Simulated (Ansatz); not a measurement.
# AlClH4N2: rigid scan of one bond length in Python

A script is to give a rigid scan of one bond length; the system is AlClH4N2.

Program: Ansatz 0.2.0, driven from Python. Level of theory: PBE/6-31G*. These are calculated values, not measurements.

## 1. The system

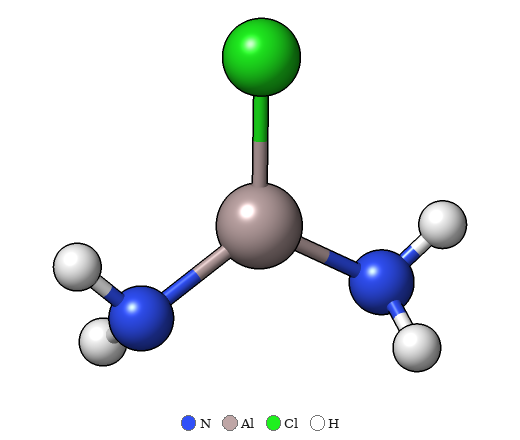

The starting structure, viewed from a chosen angle; nitrogen blue, aluminium light grey, chlorine green, hydrogen white.

The script holds or builds the structure itself.

## 2. Script

The input, alclh4n2_scan.py:

```python
# -*- coding: utf-8 -*-
import ansatz as az
import matplotlib.pyplot as plt
import numpy as np

BASIS = '6-31G*'
XC = 'pbe'

geometry_ang = [
    ('N', (-0.215, 1.6676, -0.1581)),
    ('Al', (-0.201, -0.1952, -0.3012)),
    ('N', (0.7457, -1.203, 0.9794)),
    ('Cl', (-1.1752, -1.2141, -1.951)),
    ('H', (-0.8823, 2.0397, -0.9579)),
    ('H', (-0.7449, 1.9527, 0.7281)),
    ('H', (1.8061, -0.9167, 0.9113)),
    ('H', (0.7588, -2.1882, 0.6937)),
]
molecule = az.Crystal.molecule()
for symbol, xyz in geometry_ang:
    molecule = molecule.atom(symbol, xyz)

symbols = [site.symbol for site in molecule.cartesian_sites]
start = np.array([site.position_ang for site in molecule.cartesian_sites])
axis = (start[7] - start[2]) / np.linalg.norm(start[7] - start[2])
moving = [7]
lengths, energies = [0.903, 0.944, 0.985, 1.026, 1.067, 1.108, 1.149, 1.211], []
for length in lengths:
    xyz = start.copy()
    xyz[moving] += (length - np.linalg.norm(start[7] - start[2])) * axis
    point = az.Crystal.molecule()
    for symbol, place in zip(symbols, xyz):
        point = point.atom(symbol, place.tolist())
    setup = point.calculation().basis(gaussian=BASIS).functional(XC)
    r = setup.run(threads=1, backend='cpu').report
    energies.append(r['free_energy_ev'])
    print(f'r = {length:6.3f} A  E = {energies[-1]:.5f} eV  <S^2> = {abs(r["mean_field"]["state"]["spin_squared"]):.3f}')

fit = np.polynomial.Polynomial.fit(lengths, np.array(energies) - min(energies), 4).convert()
roots = [r.real for r in fit.deriv().roots() if abs(r.imag) < 1e-9 and fit.deriv(2)(r.real) > 0]
r_e = min(roots, key=lambda r: abs(r - lengths[int(np.argmin(energies))]))
print(f'minimum of the fit at {r_e:.4f} A, force constant {fit.deriv(2)(r_e):.2f} eV/A^2')
plt.figure(figsize=(4.5, 3))
plt.plot(lengths, np.array(energies) - min(energies), 'o-')
plt.xlabel('bond length (A)')
plt.ylabel('E - E(min) (eV)')
plt.tight_layout()
plt.savefig('scan.png', dpi=100)
```

## 3. The calls as engine input

The package turns the script's settings into the engine's input (first run):

```yaml
crystal:
  periodic: [false, false, false]
  atoms:
    - { symbol: "N", position_ang: [-0.215, 1.6676, -0.1581] }
    - { symbol: Al, position_ang: [-0.201, -0.1952, -0.3012] }
    - { symbol: "N", position_ang: [0.7457, -1.203, 0.9794] }
    - { symbol: Cl, position_ang: [-1.1752, -1.2141, -1.951] }
    - { symbol: H, position_ang: [-0.8823, 2.0397, -0.9579] }
    - { symbol: H, position_ang: [-0.7449, 1.9527, 0.7281] }
    - { symbol: H, position_ang: [1.8061, -0.9167, 0.9113] }
    - { symbol: H, position_ang: [0.7572309609760515, -2.0701986834813613, 0.7279194235986349] }
basis:
  gaussian:
    orbitals: "6-31G*"
hamiltonian:
  xc: pbe
```

## 4. The run

The run is started by

```console
> python alclh4n2_scan.py
```

Without the output at hand: what should come out? Wanted: range of energy; lowest point, distance.

As calculated:

| quantity | value |
| --- | --- |
| bond length at the fit's minimum | 1.0304 Å |
| runs compared | 8 |
| range of energy | 0.453 eV |
| lowest point, distance (Å) | 1.03 |

What this shows: The curve has its lowest point inside the range, at 1.03. The ends stand 0.44 and 0.453 eV above it. The distance scanned is the script's pair 2, 7. Caveats:
- The rest of the molecule is held rigid at a force-field or estimated start geometry, and the basis set is modest; single-reference methods fail as a bond breaks.
- The orbitals are restricted, so S² is zero by construction.
